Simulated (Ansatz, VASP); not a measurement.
## SiO2 (Quartz) in two plane-wave programs

One calculation is typed for both programs; each brings its own data sets and cutoff. How far apart do they land?

Main program and level: Ansatz 0.2.0; plane waves, with VASP 6.6.1 beside it; single point at PBE.

## Step 1: Starting point

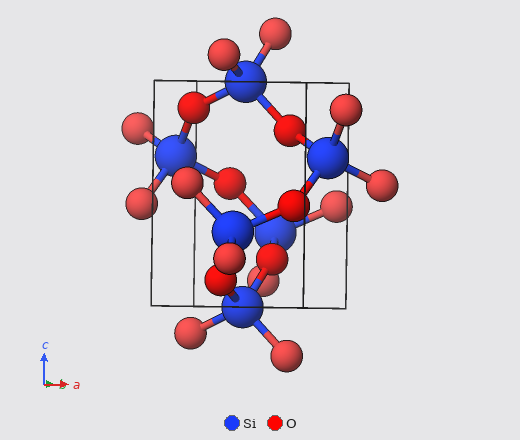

The cell as given, slightly off an axis (silicon blue, oxygen red). Some periodic images of atoms are drawn too.

As a file:

```
Si O
1.0
     4.91580    0.00000    0.00000
    -2.45790    4.25721    0.00000
     0.00000    0.00000    5.40910
Si O
3 6
Direct
  0.46970 0.46970 0.00000
  0.00000 0.53030 0.66667
  0.53030 0.00000 0.33333
  0.85380 0.26800 0.45233
  0.73200 0.58580 0.78567
  0.41420 0.14620 0.11900
  0.26800 0.85380 0.54767
  0.58580 0.73200 0.21433
  0.14620 0.41420 0.88100
```

## Step 2: VASP: single point, PBE

A single point gives forces, pressure and levels at one fixed geometry, so differences don't come from the geometry; what else differs is listed under the comparison.

Lines of VASP's logs that name or quote its potential files are left out, and so is its time.

Input file INCAR:

```
SYSTEM = SiO2
PREC = Accurate
ENCUT = 520
EDIFF = 1E-07
NELM = 100
ISMEAR = 0
SIGMA = 0.01
LREAL = .FALSE.
ALGO = Normal
GGA = PE
NBANDS = 33
LORBIT = 11
LWAVE = .FALSE.
LCHARG = .FALSE.
KPAR = 4
```

Input file POSCAR:

```
SiO2
1.0
    4.9158000000      0.0000000000      0.0000000000
   -2.4579000000      4.2572076799      0.0000000000
    0.0000000000      0.0000000000      5.4091000000
Si O
3 6
Direct
    0.4697000000      0.4697000000      0.0000000000
    0.0000000000      0.5303000000      0.6666666667
    0.5303000000      0.0000000000      0.3333333333
    0.8538000000      0.2680000000      0.4523333333
    0.7320000000      0.5858000000      0.7856666667
    0.4142000000      0.1462000000      0.1190000000
    0.2680000000      0.8538000000      0.5476666667
    0.5858000000      0.7320000000      0.2143333333
    0.1462000000      0.4142000000      0.8810000000
```

Input file KPOINTS:

```
Automatic mesh
0
Gamma
5 5 4
0 0 0
```

PAW data sets: Si and O (PBE family, release 64).

Launch:

```sh
mpirun -np 4 vasp_std
```

Numbers of over 12 decimals in the logs are rounded to 6 here.

What it wrote:

```text
[banner, memory and clock lines left out]
running    4 mpi-ranks, on    1 nodes
 distrk:  each k-point on    1 cores,    4 groups
 distr:  one band on    1 cores,    1 groups

 POSCAR found type information on POSCAR SiO
 POSCAR found :  2 types and       9 ions
 LDA part: xc-table for (Slater+PW92), standard interpolation
 POSCAR, INCAR and KPOINTS ok, starting setup
 FFT: planning ... GRIDC
 FFT: planning ... GRID_SOFT
 FFT: planning ... GRID
 WAVECAR not read
 entering main loop
       N       E                     dE             d eps       ncg     rms          rms(c)
DAV:   1     0.278960258704E+03    0.27896E+03   -0.25595E+04  1122   0.135E+03
DAV:   2    -0.622148262568E+02   -0.34118E+03   -0.32989E+03  1440   0.308E+02
DAV:   3    -0.804002524715E+02   -0.18185E+02   -0.18117E+02  1428   0.762E+01
DAV:   4    -0.805984576276E+02   -0.19821E+00   -0.19802E+00  1412   0.894E+00
DAV:   5    -0.806014426737E+02   -0.29850E-02   -0.29841E-02  1428   0.108E+00    0.257E+01
DAV:   6    -0.709980084221E+02    0.96034E+01   -0.36124E+01  1302   0.324E+01    0.122E+01
DAV:   7    -0.710074583951E+02   -0.94500E-02   -0.10194E+00  1428   0.500E+00    0.446E+00
DAV:   8    -0.710075788678E+02   -0.12047E-03   -0.51385E-02  1380   0.170E+00    0.166E+00
DAV:   9    -0.710194287006E+02   -0.11850E-01   -0.25945E-02  1332   0.114E+00    0.332E-01
DAV:  10    -0.710210304730E+02   -0.16018E-02   -0.30665E-03  1388   0.302E-01    0.942E-02
DAV:  11    -0.710210090925E+02    0.21380E-04   -0.73541E-04  1404   0.162E-01    0.158E-02
DAV:  12    -0.710210181460E+02   -0.90535E-05   -0.22398E-05  1420   0.283E-02    0.120E-02
DAV:  13    -0.710210206368E+02   -0.24908E-05   -0.73526E-06  1364   0.151E-02    0.425E-03
DAV:  14    -0.710210211680E+02   -0.53120E-06   -0.64071E-07  1420   0.442E-03    0.109E-03
DAV:  15    -0.710210211921E+02   -0.24148E-07   -0.29393E-08   988   0.996E-04
   1 F= -.71021021E+02 E0= -.71021021E+02  d E =-.351302E-33
```

From OUTCAR (step 2):

```text
ion  position               nearest neighbor table
   1  0.470  0.470  0.000-   6 1.61   9 1.61   8 1.61   5 1.61   3 3.06   3 3.06   2 3.06   2 3.06

  LATTYP: Found a hexagonal cell.
 ALAT       =     4.9158000000
 C/A-ratio  =     1.1003498922

 Subroutine GETGRP returns: Found  6 space group operations
 (whereof  2 operations were pure point group operations)

The static configuration has the point symmetry C_2 .
 The point group associated with its full space group is D_3 .

 Found     17 irreducible k-points:

   k-points           NKPTS =     17   k-points in BZ     NKDIM =     17   number of bands    NBANDS=     33

   dimension x,y,z NGX =    40 NGY =   40 NGZ =   40
   dimension x,y,z NGXF=    80 NGYF=   80 NGZF=   80

   ENCUT  =  520.0 eV  38.22 Ry    6.18 a.u.   9.14  9.14 10.06*2*pi/ulx,y,z

   NELECT =      48.0000    total number of electrons

 k-points in reciprocal lattice and weights: Automatic mesh
   0.00000000  0.00000000  0.00000000       0.010
   0.20000000  0.00000000  0.00000000       0.060
   0.40000000 -0.00000000  0.00000000       0.060
   0.20000000  0.20000000  0.00000000       0.060
   0.40000000  0.20000000  0.00000000       0.060
   0.00000000  0.00000000  0.25000000       0.020
   0.20000000  0.00000000  0.25000000       0.060
   0.00000000  0.20000000  0.25000000       0.060
   0.40000000 -0.00000000  0.25000000       0.060
[...]
0.20000000  0.20000000  0.50000000       0.060
   0.40000000  0.20000000  0.50000000       0.060

 average (electrostatic) potential at core
       1 -86.4156       2 -86.4156       3 -86.4156       4 -72.3927       5 -72.3927
       6 -72.3927       7 -72.3927       8 -72.3927       9 -72.3927

 E-fermi :   1.1657

 k-point     1 :       0.0000    0.0000    0.0000
  band No.  band energies     occupation
    ...
     20       0.0964      2.00000
     21       0.0964      2.00000
     22       0.4088      2.00000
     23       0.7770      2.00000
     24       0.7770      2.00000
     25       7.0869      0.00000
     26      10.3930      0.00000
     27      10.3930      0.00000
     28      10.8528      0.00000
     29      10.8528      0.00000
    ...

 k-point     2 :       0.2000    0.0000    0.0000
  band No.  band energies     occupation
    ...
     20       0.0210      2.00000
     21       0.0951      2.00000
     22       0.2826      2.00000
     23       0.8419      2.00000
     24       0.8968      2.00000
     25       7.6810      0.00000
     26      10.3762      0.00000
     27      10.4448      0.00000
     28      10.9186      0.00000
     29      11.0622      0.00000
    ...

 k-point     3 :       0.4000   -0.0000    0.0000
  band No.  band energies     occupation
    ...
     20      -0.0141      2.00000
     21       0.0564      2.00000
     22       0.2879      2.00000
     23       0.8360      2.00000
     24       1.0375      2.00000
     25       8.9479      0.00000
     26      10.3033      0.00000
     27      10.6300      0.00000
     28      10.9722      0.00000
     29      11.5452      0.00000
    ...

  Total        5.0981773      5.0981773      5.1701343      0.0000000     -0.0000000      0.0000000
  in kB       72.1574984     72.1574984     73.1759474      0.0000000     -0.0000000      0.0000000
  external PRESSURE =      72.4969814 kB  Pullay stress =       0.0000000 kB

  energy-cutoff  :      520.00
  volume of cell :      113.20
      direct lattice vectors                 reciprocal lattice vectors
     4.915800000  0.000000000  0.000000000     0.203425689  0.117447876  0.000000000
    -2.457900000  4.257207680  0.000000000     0.000000000  0.234895752  0.000000000
     0.000000000  0.000000000  5.409100000     0.000000000  0.000000000  0.184873639

 POSITION                                       TOTAL-FORCE (eV/Angst)
 -----------------------------------------------------------------------------------
      1.15448      1.99961      0.00000         0.002736      0.004738      0.000000
     -1.30342      2.25760      3.60607         0.002736     -0.004738      0.000000
      2.60685      0.00000      1.80303        -0.005471     -0.000000      0.000000
      3.53839      1.14093      2.44672         0.337395     -0.014694     -0.173214
      2.15853      2.49387      4.24975        -0.155972      0.299540     -0.173214
      1.67678      0.62240      0.64368        -0.181423     -0.284845     -0.173214
     -0.78112      3.63480      2.96238        -0.181423      0.284845      0.173214
      1.08049      3.11628      1.15935         0.337395      0.014694      0.173214
     -0.29937      1.76334      4.76542        -0.155972     -0.299540      0.173214
 -----------------------------------------------------------------------------------
    total drift:                               -0.000002     -0.000004     -0.000000

  FREE ENERGIE OF THE ION-ELECTRON SYSTEM (eV)
  ---------------------------------------------------
  free  energy   TOTEN  =       -71.0210211921 eV

  energy  without entropy=      -71.0210211921  energy(sigma->0) =      -71.02102119

 total charge
# of ion       s       p       d       tot
------------------------------------------
    1        0.649   1.016   0.000   1.665
    2        0.649   1.016   0.000   1.665
    3        0.649   1.016   0.000   1.665
    4        1.551   3.711   0.000   5.261
    5        1.551   3.711   0.000   5.261
    6        1.551   3.711   0.000   5.261
    7        1.551   3.711   0.000   5.261
    8        1.551   3.711   0.000   5.261
    9        1.551   3.711   0.000   5.261
--------------------------------------------------
tot         11.251  25.313   0.000  36.564

[... 3 further parts left out ...]
```

The run ends at a pressure of 7.25 GPa, with forces up to 0.38 eV/Å.

## Step 3: Ansatz: single point, PBE

Ansatz runs on its default PAW (the set named soft_2) files.

The same cell, functional, mesh and smearing now go to Ansatz, which takes its cutoff from its data sets.

Input file input.yaml:

```yaml
crystal:
  lattice:
    - [4.9158, 0.0, 0.0]
    - [-2.4579, 4.2572076799, 0.0]
    - [0.0, 0.0, 5.4091]
  atoms:
    - { symbol: Si, position: [0.4697, 0.4697, 0.0] }
    - { symbol: Si, position: [0.0, 0.5303, 0.6666666667] }
    - { symbol: Si, position: [0.5303, 0.0, 0.3333333333] }
    - { symbol: O, position: [0.8538, 0.268, 0.4523333333] }
    - { symbol: O, position: [0.732, 0.5858, 0.7856666667] }
    - { symbol: O, position: [0.4142, 0.1462, 0.119] }
    - { symbol: O, position: [0.268, 0.8538, 0.5476666667] }
    - { symbol: O, position: [0.5858, 0.732, 0.2143333333] }
    - { symbol: O, position: [0.1462, 0.4142, 0.881] }
hamiltonian:
  xc: pbe
  pseudopotentials: { kind: paw }
kpoints:
  mp_grid: { grid: [5, 5, 4] }
scf:
  occupations: { method: gaussian, width: 0.01 }
  n_extra_bands: 6
output:
  forces: true
  stress: true
  eigenvalues: true
```

Launch:

```sh
ansatz run input.yaml --threads 4 --pin off --max-ram 9216MiB --backend cpu --events-out ev --progress --plain --runs-dir out
```

What it wrote:

```text
scf.n_extra_bands = 6 over 24 filled bands (N_el = 48.0): the run solves 30 bands
Engine: ansatz 0.2.0, aarch64-unknown-linux-gnu
Pseudopotentials: kind: paw
Pseudopotential: Si, paw, valence charge 4, recommended cutoff 420 eV (normal), Si.paw.azcp
Pseudopotential: O, paw, valence charge 6, recommended cutoff 420 eV (normal), O.paw.azcp
Functional definition: PBE
  parameter kappa = 0.804
  parameter beta = 0.066725
  exchange = pbe_x(kappa = kappa, mu = beta*pi^2/3)
  correlation = pbe_c(beta = beta)
Crystal: 9 atoms, lattice volume = 113.199 Å³
Basis set: ecut = 420 eV, 2209 PW (Γ), exchange–correlation on 72×72×80 points (8 copies of the dense FFT grid, shifted against one another)
Bands: 30, of which v1, the nominal top of the filled ones, is band 24 counted from 1 (23 counted from 0)
Symmetry: 6 space group operations
Space group: P3121 (ITA 152), of the structure as read, at distance tolerance 4.8e-5 Å
k-points: 17 of 100 (time reversal used)
Non-local potential: Si, projectors of the file, l = 0: 2, l = 1: 2, l = 2: 2
Non-local potential: O, projectors of the file, l = 0: 2, l = 1: 2, l = 2: 1
PAW form: soft (Blöchl's): semilocal exchange-correlation on the pseudo side does not see the compensation charge
PAW one-centre angular grid: Si, 110 points (default); XC on 64 Gauss nodes
PAW one-centre angular grid: O, 110 points (default); XC on 64 Gauss nodes
Initial density: superposition of atomic densities (neutral atoms: chi_scale 0, normalization atom), corrected by the library's trained network
Initial wavefunctions: pseudopotential atomic-orbital guess
Functional: x = pbe(κ = 0.804, μ = 0.219515), c = pbe(β = 0.066725)
SCF iter   1: F=—  HF=-5322.116257 eV  |F-HF|=—  |Δ(HF+E_count)|=         —  Δρ=1.22e-3  dr2=8.28e-4  ethr=1.77e-3  ⟨swp⟩=7.7  Hψ=2720  notcnv=0
preconditioner: auto → Resta (q_TF=auto, 2.365 Å⁻¹)  ε∞=3.2  [insulator: Δε(μ)=6.003 eV  Ē_g=16.394 eV  σ=0.010 eV  W_gap=1.00  n_scr=22 (ndim 8)  ℏωp=24.2 eV  f_vac=0.113  D(μ)=0.00/eV (n_scr^D=0)  ε∞_Penn≈3.2]
SCF iter   2: F=—  HF=-5322.119663 eV  |F-HF|=—  |Δ(HF+E_count)|=   3.41e-3  Δρ=5.91e-4  dr2=1.57e-4  ethr=1.72e-6  ⟨swp⟩=3.0  Hψ=1357  notcnv=0  defer=27
SCF iter   3: F=—  HF=-5322.120183 eV  |F-HF|=—  |Δ(HF+E_count)|=   5.20e-4  Δρ=1.98e-4  dr2=2.09e-5  ethr=3.27e-7  ⟨swp⟩=2.0  Hψ=952  notcnv=0  defer=27
SCF iter   4: F=—  HF=-5322.120194 eV  |F-HF|=—  |Δ(HF+E_count)|=   1.10e-5  Δρ=6.50e-5  dr2=4.13e-6  ethr=4.35e-8  ⟨swp⟩=2.0  Hψ=805  notcnv=0  defer=27
SCF iter   5: F=—  HF=-5322.120198 eV  |F-HF|=—  |Δ(HF+E_count)|=   4.13e-6  Δρ=2.55e-5  dr2=5.45e-7  ethr=8.60e-9  ⟨swp⟩=2.0  Hψ=789  notcnv=0  defer=27
SCF iter   6: F=-5322.120199 eV  HF=-5322.120199 eV  |F-HF|=1.91e-8  |Δ(HF+E_count)|=   7.64e-7  Δρ=2.80e-6  dr2=1.12e-8  ethr=2.08e-10  ⟨swp⟩=10.6  Hψ=2455  notcnv=0
SCF 1 converged in 6 iterations: F = -5322.120199 eV  dr2 = 1.12e-8
  greatest PAW one-centre occupation: 0.863 electrons in one spin orbital (limit 2), on the O atom at site 8 (counted from 0), in its partial waves of l = 0
SCF converged after 6 iterations
Free energy (F): -5322.120199 eV
Harris-Foulkes:  -5322.120199 eV  (|F-HF|=1.91e-8)
Internal energy: -5322.120199 eV  (E = F + TS)
E sigma→0 (E₀):  -5322.120199 eV
Fermi energy:    5.527236 eV
--- Per-component energies (eV) ---
  E_band       = -205.711274
  E_kinetic    = 1211.147064
  E_local      = -2960.024378  (includes V_loc(G=0)·N_el)
  E_nonlocal   = 361.566030
  E_hartree    = 1062.314239
  E_xc         = -613.779747
  E_vxc        = -712.559782  (∫ρ·V_xc dr)
  E_paw        = -2494.384162  (= ΣΔE_a)
  E_vpaw       = -230.485541  (= ΣTr[D̂ρ^β])
  E_aug_tail   = 0.015659  (compensation charges beyond the density's cutoff)
  E_ewald      = -1888.974903
  E_smearing   = -0.000000  (= −TS)
  E_closure    = -0.000000  (closes the sum)
  Σ components = -5322.120199   (vs F -5322.120199, Δ=0.00e0)
--- Forces (eV/Å), atoms counted from 1 ---
  atom   1  Si     0.01052564     0.01823094     0.00000000
  atom   2  Si     0.01052564    -0.01823094    -0.00000000
  atom   3  Si    -0.02105127     0.00000000     0.00000000
  atom   4  O      0.34499391    -0.01987531    -0.17693121
  atom   5  O     -0.15528443     0.30871114    -0.17693121
  atom   6  O     -0.18970947    -0.28883583    -0.17693121
  atom   7  O     -0.18970947     0.28883583     0.17693121
  atom   8  O      0.34499391     0.01987531     0.17693121
  atom   9  O     -0.15528443    -0.30871114     0.17693121
  max |Σ_I F_I| component: 5.55e-17 eV/Å
--- Stress (GPa, compression-positive) ---
        7.101527      -0.000000       0.000000
       -0.000000       7.101527       0.000000
        0.000000       0.000000       7.169612
  P = ⅓ Tr σ = 7.1242 GPa (71.242 kbar)
--- Band table (eV; the first three rows and the last of 17) ---
  k-point 0: bands = [... 20 lower, 1.5355, 1.8491, 2.2214, 2.2214, 8.5304, 11.8539, 11.8539, 12.3091, ... 2 higher]
  k-point 1: bands = [... 20 lower, 1.4657, 2.0013, 2.3106, 2.4404, 9.1286, 11.6806, 11.7919, 11.8117, ... 2 higher]
  k-point 2: bands = [... 20 lower, 1.3347, 2.3207, 2.3207, 2.4442, 10.4817, 10.4817, 11.5998, 12.2849, ... 2 higher]
  k-point 16: bands = [... 20 lower, 1.6619, 1.7207, 1.9073, 2.1523, 11.4992, 12.1558, 12.3471, 12.4387, ... 2 higher]
```

Run time: 3.2 s. Hardware: 4 threads of Arm Neoverse N1, shared host; peak memory 0.37 GiB.

Reading the cycles: dr2 is the Hartree energy of the density residual (eV), the measure of convergence; HF is the Harris–Foulkes estimate of the energy, which meets the free energy F at convergence.

The run ends at a pressure of 7.12 GPa, with forces up to 0.39 eV/Å.

## Step 4: Comparison

Known differences besides the PAW data sets themselves: the cutoff is 420 eV in Ansatz and 520 eV in VASP; VASP leaves aspherical gradient terms in its spheres out (LASPH is not set), Ansatz keeps them. Total energies have different zeros and are not compared.

Both answers:

```csv
quantity,Ansatz,VASP,difference
pressure (GPa),7.12,7.25,-0.13
gap on the k mesh (eV),6.006,6.004,+0.002
```

Forces (eV/Å; atoms numbered as in POSCAR):

```csv
atom,"Ansatz x, y, z","VASP x, y, z"
Si1,"0.011, 0.018, 0.000","0.003, 0.005, 0.000"
Si2,"0.011, -0.018, 0.000","0.003, -0.005, 0.000"
Si3,"-0.021, 0.000, 0.000","-0.005, 0.000, 0.000"
O4,"0.345, -0.020, -0.177","0.337, -0.015, -0.173"
O5,"-0.155, 0.309, -0.177","-0.156, 0.300, -0.173"
O6,"-0.190, -0.289, -0.177","-0.181, -0.285, -0.173"
O7,"-0.190, 0.289, 0.177","-0.181, 0.285, 0.173"
O8,"0.345, 0.020, 0.177","0.337, 0.015, 0.173"
O9,"-0.155, -0.309, 0.177","-0.156, -0.300, 0.173"
```

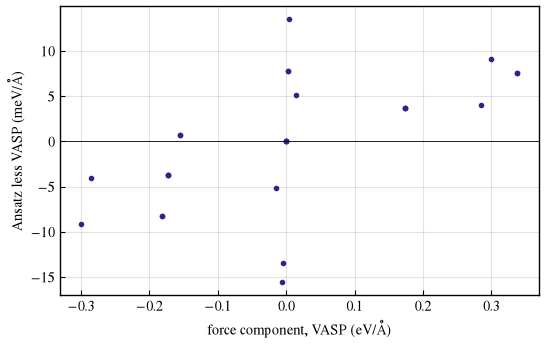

Difference of the force components against their size.

The forces differ by 7.0 meV/Å r.m.s., which is 3.9 % of the r.m.s. force of 0.18 eV/Å (both taken over all components). Ansatz's pressure holds a Pulay correction of 0.61 GPa; VASP's holds none.

## Step 5: Results

| Quantity | Value |
| --- | --- |
| r.m.s. force difference (single point, PBE) | 7.0 meV/Å |

What this shows: The r.m.s. force difference is 7.0 meV/Å (single point, PBE), within the 12 meV/Å picked in this series as the mark of a large difference. Differences of this kind measure data sets and numerical settings, not the functional's error against experiment.

[Lines on the potential files, build, host, timing and source positions are cut from VASP's logs without a mark.]

[Logs are printed without paths, hosts, clocks, repeated set-up lines and the standing remarks that a program may print on its own settings, such as how far it seeks lower states.]

[Hosts, paths, dates, database ids (printed as entryN), source tags and the programs' standing remarks are cut or masked in the printed files.]
